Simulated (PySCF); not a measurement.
```xyz
10

C    -0.8151    2.8850    0.3748
C    -0.4780    1.7334    0.4302
Si    0.0650   -0.0672    0.4832
N    -1.0976   -1.1319   -0.2084
N     1.5146   -0.3059   -0.4113
H     0.2681   -0.4368    1.8807
H    -1.2400   -1.1417   -1.2052
H    -1.9766   -1.2514    0.2655
H     1.4754   -0.5898   -1.3756
H     2.2932    0.3111   -0.2563
```

Geometry: GFN2-xTB.

All numbers below come from UKS B3LYP, pcH-1 on C H N Si, non-relativistic, mean-field spin-orbit, GIAO in PySCF 2.14.0, density-fitted response routines.

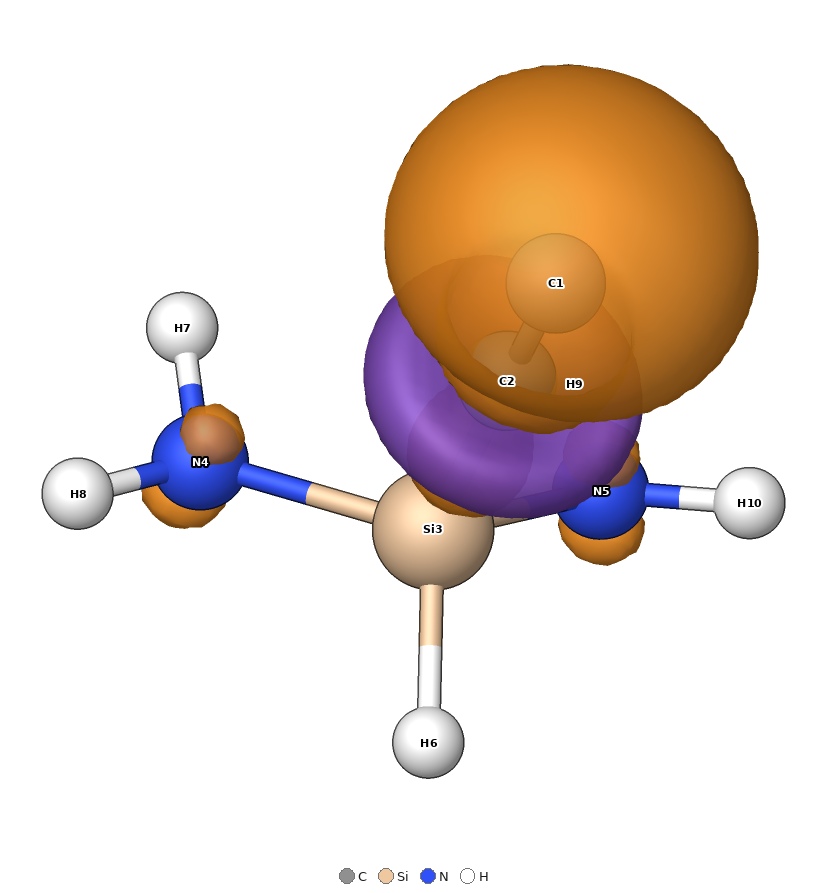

C2H5N2Si (doublet). Isosurfaces of the spin density (α minus β) at +0.02 (orange) and −0.02 e/Å³ (purple), seen from one side.

**Which atoms carry the spin?**

The unpaired spin (1 electron) lies mostly on C1 (about 1.0), in electrons by Hirshfeld's partition.
